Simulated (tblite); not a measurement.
# Geometry relaxation, with input and output: C₄H₉F₃GeO (part 2 of 4)

The same run, continued: C₄H₉F₃GeO; GFN2-xTB geometry optimisation, gas phase (tblite 0.8.0). It belongs to a series of runs on one base structure; here: constitutional isomer.

Geometry of the input (Å):
```
C  -1.5883  -1.3208  0.6897
C  -0.8060  -0.0151  0.5345
F  -0.8688  0.6747  1.7161
Ge -1.6542  0.9549  -0.9318
C  0.6428  -0.3055  0.2428
O  1.3689  0.8578  0.0982
C  2.7150  0.6079  -0.1890
F  3.0649  1.1511  -1.4036
F  3.5817  1.0243  0.8066
H  -2.6215  -1.0254  0.9972
H  -1.1075  -2.0206  1.3641
H  -1.7041  -1.7709  -0.3231
H  -0.9639  2.2826  -1.2104
H  -1.6464  -0.0384  -2.1280
H  -3.1107  1.2733  -0.4637
H  0.7425  -0.9317  -0.6588
H  1.0967  -0.8723  1.0799
H  2.8503  -0.5197  -0.2324
```

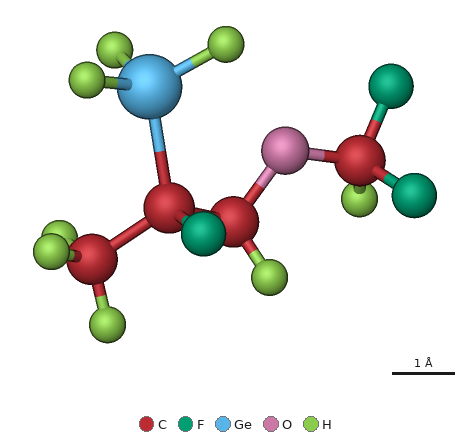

**Figure 1.** The geometry at step 41 of the log (ball-and-stick view, seen at a tilt).

## Trajectory as extended XYZ, continued
```
18
Properties=species:S:1:pos:R:3:forces:R:3 step=26 energy=-907.35280
C    -1.6494   -1.3912    0.7460   -0.0550  -0.0530  -0.0110
C    -0.8116   -0.1642    0.4716    0.0700   0.0420   0.0900
F    -0.8497    0.6439    1.6151   -0.0610   0.0020   0.1470
Ge   -1.4982    1.0702   -0.9427   -0.0790   0.0280  -0.0600
C     0.6422   -0.5279    0.2653    0.1330   0.1010  -0.0720
O     1.2629    0.6466   -0.2534    0.0570  -0.0340  -0.0590
C     2.6076    0.6381   -0.3067    0.0460  -0.0380   0.0010
F     3.0246    1.3455   -1.3701   -0.0730   0.0440   0.0610
F     3.1537    1.2404    0.7814   -0.0220  -0.0250  -0.0720
H    -2.6382   -1.0777    1.0616   -0.1330   0.0160   0.0600
H    -1.2069   -2.0069    1.5282   -0.0060   0.0320   0.0230
H    -1.7440   -1.9813   -0.1583   -0.0050  -0.0730  -0.1150
H    -0.7371    2.3349   -1.0361    0.0950  -0.0020   0.0090
H    -1.5561    0.3562   -2.2591    0.0320   0.0180   0.0190
H    -2.8986    1.4241   -0.5370    0.0190  -0.0990  -0.0150
H     0.7474   -1.3421   -0.4616   -0.0680  -0.0240   0.0280
H     1.0914   -0.8283    1.2214    0.0360   0.0900  -0.0530
H     3.0511   -0.3740   -0.3773    0.0130  -0.0250   0.0210
18
Properties=species:S:1:pos:R:3:forces:R:3 step=28 energy=-907.36212
C    -1.6591   -1.3995    0.7501   -0.0200   0.0420  -0.0170
C    -0.8137   -0.1749    0.4735    0.0750   0.0850  -0.0120
F    -0.8498    0.6386    1.6178   -0.0520  -0.0760   0.0660
Ge   -1.4814    1.0784   -0.9434   -0.0200  -0.0150  -0.0350
C     0.6425   -0.5334    0.2598    0.0640   0.0010   0.0140
O     1.2545    0.6243   -0.2964   -0.0480  -0.0030  -0.0830
C     2.5984    0.6384   -0.3212    0.0090   0.0240  -0.0120
F     3.0137    1.3705   -1.3647   -0.0120  -0.0050  -0.0850
F     3.1093    1.2522    0.7736    0.0370  -0.0380   0.0990
H    -2.6465   -1.0752    1.0628   -0.1090  -0.0050   0.0220
H    -1.2234   -2.0065    1.5411    0.0190   0.0010   0.0500
H    -1.7524   -2.0026   -0.1473   -0.0010  -0.0070  -0.0810
H    -0.6939    2.3347   -1.0042    0.0030  -0.0610   0.0000
H    -1.5404    0.3809   -2.2730    0.0510   0.0430   0.0740
H    -2.8832    1.4245   -0.5390    0.0050  -0.0540  -0.0200
H     0.7549   -1.3749   -0.4328   -0.1120  -0.0170  -0.0520
H     1.1019   -0.8028    1.2160    0.0700   0.0770   0.0830
H     3.0598   -0.3664   -0.3845    0.0410   0.0080  -0.0120
18
Properties=species:S:1:pos:R:3:forces:R:3 step=31 energy=-907.36975
C    -1.6671   -1.4011    0.7505    0.0080   0.0320  -0.0130
C    -0.8106   -0.1757    0.4755   -0.0650  -0.0490   0.0090
F    -0.8561    0.6275    1.6272   -0.0010  -0.0590   0.0080
Ge   -1.4718    1.0830   -0.9444    0.0390  -0.0370   0.1010
C     0.6479   -0.5353    0.2581   -0.0960  -0.0240   0.0660
O     1.2502    0.6088   -0.3309   -0.0410   0.0350  -0.0500
C     2.5937    0.6413   -0.3318    0.0200  -0.0100  -0.0410
F     3.0060    1.3841   -1.3683    0.0420  -0.0110  -0.0480
F     3.0832    1.2524    0.7753    0.0080  -0.0190   0.0580
H    -2.6597   -1.0744    1.0636    0.0700  -0.0320  -0.0600
H    -1.2341   -2.0048    1.5508   -0.0270   0.0580  -0.0520
H    -1.7576   -2.0134   -0.1464    0.0090   0.0940   0.0460
H    -0.6658    2.3271   -0.9845   -0.0390  -0.0270  -0.0090
H    -1.5249    0.3986   -2.2729    0.0570  -0.0090  -0.0090
H    -2.8745    1.4159   -0.5425   -0.0210  -0.0090  -0.0140
H     0.7483   -1.3922   -0.4183   -0.0740  -0.0070  -0.0130
H     1.1162   -0.7767    1.2174    0.0640   0.0430   0.0620
H     3.0678   -0.3588   -0.3899    0.0480   0.0320  -0.0390
18
Properties=species:S:1:pos:R:3:forces:R:3 step=33 energy=-907.37508
C    -1.6714   -1.3979    0.7487    0.0040  -0.0330   0.0060
C    -0.8128   -0.1757    0.4792   -0.0120  -0.0530   0.0720
F    -0.8628    0.6131    1.6386    0.0100   0.0290   0.0300
Ge   -1.4644    1.0826   -0.9382   -0.0210  -0.0350   0.0660
C     0.6459   -0.5352    0.2618   -0.0090   0.0240   0.0050
O     1.2477    0.5994   -0.3554   -0.0170   0.0070   0.0230
C     2.5924    0.6429   -0.3407   -0.0050  -0.0340  -0.0240
F     3.0039    1.3905   -1.3745    0.0550  -0.0110   0.0460
F     3.0707    1.2464    0.7795   -0.0560  -0.0030  -0.0640
H    -2.6653   -1.0770    1.0589    0.0380   0.0190  -0.0550
H    -1.2426   -1.9987    1.5519   -0.0020   0.0200  -0.0290
H    -1.7600   -2.0109   -0.1452    0.0150   0.0470  -0.0190
H    -0.6518    2.3180   -0.9748   -0.0370   0.0420   0.0010
H    -1.5093    0.4075   -2.2699    0.0600  -0.0350  -0.0200
H    -2.8729    1.4047   -0.5462   -0.0040   0.0140  -0.0140
H     0.7341   -1.3979   -0.4098   -0.0260  -0.0170   0.0520
H     1.1327   -0.7533    1.2197   -0.0210   0.0020  -0.0110
H     3.0772   -0.3522   -0.3953    0.0310   0.0170  -0.0650
18
Properties=species:S:1:pos:R:3:forces:R:3 step=36 energy=-907.37977
C    -1.6756   -1.4001    0.7485    0.0190   0.0210   0.0000
C    -0.8144   -0.1817    0.4911    0.0470   0.1030  -0.0060
F    -0.8666    0.6038    1.6527    0.0090   0.0180   0.0360
Ge   -1.4562    1.0788   -0.9261    0.0070   0.0260  -0.0730
C     0.6435   -0.5356    0.2657    0.0300  -0.0040   0.0040
O     1.2412    0.5860   -0.3820    0.0140  -0.0460  -0.0150
C     2.5868    0.6408   -0.3546   -0.0130   0.0080  -0.0040
F     3.0085    1.3998   -1.3741   -0.0030   0.0160  -0.0200
F     3.0420    1.2441    0.7741   -0.0260  -0.0010   0.0100
H    -2.6685   -1.0751    1.0477   -0.0530   0.0340  -0.0070
H    -1.2523   -1.9940    1.5545    0.0140  -0.0950   0.0470
H    -1.7607   -2.0075   -0.1468    0.0320  -0.0160  -0.0640
H    -0.6403    2.3160   -0.9596   -0.0800   0.0130   0.0200
H    -1.4828    0.4165   -2.2708    0.0520  -0.0200   0.0630
H    -2.8691    1.3998   -0.5520   -0.0180   0.0190  -0.0070
H     0.7197   -1.4129   -0.3882    0.0210  -0.0090   0.0510
H     1.1444   -0.7293    1.2208   -0.0290  -0.0290   0.0040
H     3.0916   -0.3431   -0.4126   -0.0230  -0.0380  -0.0390
18
Properties=species:S:1:pos:R:3:forces:R:3 step=39 energy=-907.38539
C    -1.6755   -1.3988    0.7472   -0.0030   0.0380  -0.0110
C    -0.8104   -0.1755    0.5063   -0.0380   0.0000  -0.0180
F    -0.8663    0.5994    1.6742    0.0210   0.0010  -0.0120
Ge   -1.4520    1.0744   -0.9196   -0.0070   0.0640   0.0100
C     0.6447   -0.5326    0.2720   -0.0220  -0.0160   0.0230
O     1.2354    0.5720   -0.4085    0.0290  -0.0330  -0.0830
C     2.5800    0.6375   -0.3703    0.0460   0.0060  -0.0150
F     3.0162    1.4066   -1.3757   -0.0850   0.0410  -0.0420
F     3.0104    1.2365    0.7690    0.0380  -0.0170   0.0530
H    -2.6743   -1.0654    1.0286    0.0420  -0.0410   0.0190
H    -1.2615   -2.0022    1.5571   -0.0710  -0.0030  -0.0760
H    -1.7536   -1.9967   -0.1599    0.0600   0.0340   0.0610
H    -0.6489    2.3164   -0.9391   -0.0420   0.0680   0.0090
H    -1.4422    0.4113   -2.2596    0.0230  -0.0400   0.0270
H    -2.8696    1.3973   -0.5590   -0.0050  -0.0160  -0.0320
H     0.7083   -1.4254   -0.3597    0.0480  -0.0260   0.0100
H     1.1525   -0.7086    1.2247    0.0180  -0.0160   0.0480
H     3.0979   -0.3399   -0.4392   -0.0540  -0.0440   0.0280
18
Properties=species:S:1:pos:R:3:forces:R:3 step=41 energy=-907.39008
C    -1.6748   -1.3929    0.7444   -0.0150   0.0050  -0.0090
C    -0.8093   -0.1658    0.5173   -0.0060  -0.0920   0.0080
F    -0.8641    0.5960    1.6930    0.0170   0.0130  -0.0510
Ge   -1.4508    1.0765   -0.9162   -0.0160   0.0140   0.0870
C     0.6445   -0.5297    0.2786    0.0140  -0.0090  -0.0050
O     1.2353    0.5573   -0.4339   -0.0170  -0.0160  -0.0160
C     2.5794    0.6347   -0.3828   -0.0080  -0.0200  -0.0060
F     3.0136    1.4156   -1.3803   -0.0720   0.0020   0.0230
F     2.9929    1.2270    0.7687    0.0420  -0.0560  -0.0410
H    -2.6769   -1.0609    1.0153    0.0380  -0.0520   0.0290
H    -1.2737   -2.0107    1.5520   -0.0620   0.0730  -0.0950
H    -1.7412   -1.9842   -0.1682    0.0430   0.0440   0.0510
H    -0.6640    2.3237   -0.9239    0.0150   0.1330  -0.0050
H    -1.4073    0.4000   -2.2464    0.0010  -0.0290   0.0080
H    -2.8731    1.3932   -0.5670   -0.0050  -0.0380  -0.0530
H     0.7035   -1.4348   -0.3354    0.0320  -0.0310  -0.0030
H     1.1602   -0.6946    1.2296    0.0080   0.0350   0.0330
H     3.0970   -0.3440   -0.4565   -0.0080   0.0250   0.0420
18
Properties=species:S:1:pos:R:3:forces:R:3 step=44 energy=-907.39621
C    -1.6763   -1.3853    0.7401   -0.0090  -0.0090  -0.0110
C    -0.8073   -0.1618    0.5304    0.0430   0.0200  -0.0230
F    -0.8619    0.5938    1.7094    0.0310   0.0020  -0.0240
Ge   -1.4459    1.0852   -0.9029    0.0600   0.0040  -0.0110
C     0.6460   -0.5308    0.2864    0.0200  -0.0330  -0.0040
O     1.2336    0.5339   -0.4649   -0.0480  -0.0040   0.0980
C     2.5769    0.6286   -0.3986   -0.0790  -0.0240   0.0070
F     3.0014    1.4283   -1.3838   -0.0240  -0.0340   0.0220
F     2.9771    1.2111    0.7632    0.0110  -0.0480  -0.0530
H    -2.6796   -1.0639    1.0062   -0.0650   0.0130   0.0000
H    -1.2935   -2.0148    1.5399    0.0620   0.0010   0.0730
H    -1.7213   -1.9684   -0.1740   -0.0270  -0.0120  -0.0870
H    -0.6794    2.3520   -0.9111   -0.0190   0.0370   0.0060
H    -1.3685    0.3902   -2.2270   -0.0080   0.0310   0.0490
H    -2.8796    1.3811   -0.5857   -0.0160  -0.0350  -0.0330
H     0.7004   -1.4519   -0.3051    0.0260  -0.0140   0.0170
H     1.1684   -0.6748    1.2389    0.0000   0.0690  -0.0230
H     3.1008   -0.3461   -0.4731    0.0410   0.0360  -0.0030
18
Properties=species:S:1:pos:R:3:forces:R:3 step=46 energy=-907.39956
C    -1.6791   -1.3833    0.7376   -0.0050  -0.0140  -0.0040
C    -0.8035   -0.1626    0.5367   -0.0280   0.0410  -0.0260
F    -0.8580    0.5924    1.7156    0.0430  -0.0140   0.0130
Ge   -1.4366    1.0911   -0.8931    0.0350   0.0410  -0.0550
C     0.6484   -0.5355    0.2909   -0.0260  -0.0230   0.0230
O     1.2260    0.5186   -0.4809    0.0100  -0.0100   0.0780
C     2.5678    0.6234   -0.4099   -0.0070  -0.0040   0.0070
F     2.9922    1.4345   -1.3844   -0.0420  -0.0160  -0.0350
F     2.9623    1.1989    0.7559   -0.0030  -0.0020   0.0290
H    -2.6856   -1.0645    1.0000   -0.0170   0.0160  -0.0360
H    -1.3027   -2.0155    1.5388    0.0630  -0.0040   0.0560
H    -1.7127   -1.9609   -0.1818   -0.0530  -0.0070  -0.0430
H    -0.6847    2.3722   -0.8989   -0.0480  -0.0390   0.0160
H    -1.3440    0.3903   -2.2130    0.0020   0.0460   0.0270
H    -2.8818    1.3711   -0.6007    0.0250  -0.0350  -0.0180
H     0.7012   -1.4679   -0.2839    0.0420   0.0110   0.0380
H     1.1744   -0.6544    1.2449    0.0070   0.0340  -0.0350
H     3.1075   -0.3416   -0.4854    0.0030  -0.0220  -0.0370
18
Properties=species:S:1:pos:R:3:forces:R:3 step=49 energy=-907.40236
C    -1.6817   -1.3829    0.7352    0.0010   0.0050   0.0020
C    -0.8031   -0.1612    0.5391   -0.0190  -0.0320   0.0130
F    -0.8484    0.5891    1.7212   -0.0020  -0.0150   0.0110
Ge   -1.4281    1.0963   -0.8912   -0.0280  -0.0060   0.0190
C     0.6478   -0.5397    0.2958   -0.0010   0.0270   0.0080
O     1.2191    0.5078   -0.4881    0.0340  -0.0030   0.0010
C     2.5598    0.6190   -0.4175    0.0380   0.0060   0.0140
F     2.9792    1.4380   -1.3877   -0.0450  -0.0120  -0.0220
F     2.9498    1.1891    0.7532    0.0030   0.0080   0.0140
H    -2.6910   -1.0621    0.9905    0.0360  -0.0110  -0.0240
H    -1.3047   -2.0143    1.5414   -0.0030   0.0390  -0.0530
H    -1.7124   -1.9552   -0.1907   -0.0350   0.0090   0.0550
H    -0.6924    2.3825   -0.8832   -0.0060   0.0030   0.0080
H    -1.3226    0.3923   -2.2031    0.0140   0.0320  -0.0400
H    -2.8792    1.3626   -0.6122    0.0310  -0.0330  -0.0170
H     0.7078   -1.4809   -0.2634    0.0290   0.0180   0.0310
H     1.1814   -0.6336    1.2470   -0.0180  -0.0170   0.0180
H     3.1099   -0.3405   -0.4979   -0.0300  -0.0190  -0.0390
18
Properties=species:S:1:pos:R:3:forces:R:3 step=51 energy=-907.40372
C    -1.6828   -1.3818    0.7339    0.0080   0.0200  -0.0050
C    -0.8044   -0.1613    0.5409    0.0460   0.0040   0.0030
F    -0.8443    0.5859    1.7254   -0.0330  -0.0120   0.0040
Ge   -1.4255    1.0989   -0.8897    0.0070  -0.0420   0.0170
C     0.6471   -0.5402    0.2990    0.0350   0.0180   0.0030
O     1.2190    0.5015   -0.4918   -0.0090   0.0070  -0.0010
C     2.5594    0.6172   -0.4201   -0.0150  -0.0050  -0.0020
F     2.9691    1.4400   -1.3912   -0.0040  -0.0110   0.0070
F     2.9451    1.1858    0.7533    0.0210  -0.0100  -0.0360
H    -2.6916   -1.0622    0.9852   -0.0180   0.0110   0.0100
H    -1.3055   -2.0113    1.5393    0.0010   0.0000  -0.0150
H    -1.7146   -1.9527   -0.1910   -0.0160  -0.0180   0.0120
H    -0.6971    2.3879   -0.8760    0.0080   0.0160   0.0100
H    -1.3116    0.3966   -2.2017    0.0170   0.0350  -0.0390
H    -2.8764    1.3562   -0.6190   -0.0190  -0.0200  -0.0060
H     0.7126   -1.4861   -0.2508    0.0100   0.0090   0.0120
H     1.1833   -0.6256    1.2492   -0.0300  -0.0170   0.0440
H     3.1094   -0.3425   -0.5065   -0.0100   0.0150  -0.0180
18
Properties=species:S:1:pos:R:3:forces:R:3 step=54 energy=-907.40577
C    -1.6863   -1.3786    0.7313   -0.0080  -0.0110  -0.0030
C    -0.8001   -0.1635    0.5461   -0.0130   0.0140  -0.0060
F    -0.8429    0.5766    1.7353   -0.0320   0.0010  -0.0010
Ge   -1.4125    1.1020   -0.8820    0.0180   0.0120  -0.0420
C     0.6515   -0.5435    0.3083   -0.0110  -0.0200   0.0340
O     1.2136    0.4815   -0.5088   -0.0110  -0.0070   0.0270
C     2.5518    0.6127   -0.4326   -0.0160   0.0050  -0.0410
F     2.9491    1.4474   -1.3975    0.0250   0.0260  -0.0180
F     2.9264    1.1778    0.7452    0.0430  -0.0220  -0.0320
H    -2.6976   -1.0605    0.9758    0.0050   0.0410   0.0320
H    -1.3117   -2.0066    1.5374   -0.0100  -0.0360   0.0230
H    -1.7201   -1.9530   -0.1904    0.0200  -0.0160  -0.0280
H    -0.6996    2.4032   -0.8542   -0.0150  -0.0290   0.0230
H    -1.2793    0.4191   -2.2026    0.0300   0.0250  -0.0250
H    -2.8712    1.3385   -0.6376   -0.0300  -0.0050   0.0160
H     0.7219   -1.5035   -0.2158    0.0080   0.0140  -0.0020
H     1.1845   -0.6046    1.2624   -0.0030   0.0010   0.0210
H     3.1137   -0.3386   -0.5317    0.0000   0.0070   0.0220
18
Properties=species:S:1:pos:R:3:forces:R:3 step=56 energy=-907.40738
C    -1.6880   -1.3771    0.7296   -0.0200  -0.0500   0.0110
C    -0.7973   -0.1641    0.5472   -0.0730  -0.0440   0.0080
F    -0.8466    0.5710    1.7391   -0.0250   0.0230  -0.0190
Ge   -1.4058    1.1010   -0.8823   -0.0340   0.0370  -0.0320
C     0.6546   -0.5452    0.3164   -0.0470  -0.0120   0.0270
O     1.2103    0.4734   -0.5115   -0.0040   0.0270   0.0180
C     2.5471    0.6112   -0.4411    0.0310   0.0080  -0.0250
F     2.9401    1.4513   -1.4026    0.0030   0.0260  -0.0370
F     2.9243    1.1727    0.7369    0.0460  -0.0020   0.0050
H    -2.6992   -1.0548    0.9745    0.0480   0.0240   0.0220
H    -1.3140   -2.0060    1.5369   -0.0320  -0.0160   0.0060
H    -1.7247   -1.9563   -0.1903    0.0270   0.0210  -0.0110
H    -0.7026    2.4064   -0.8404   -0.0080  -0.0130   0.0260
H    -1.2610    0.4366   -2.2108    0.0310   0.0090  -0.0150
H    -2.8704    1.3284   -0.6450    0.0150  -0.0130   0.0070
H     0.7298   -1.5085   -0.1988    0.0020  -0.0180  -0.0070
H     1.1817   -0.5975    1.2742    0.0260   0.0200   0.0070
H     3.1131   -0.3362   -0.5439    0.0130  -0.0270   0.0090
```
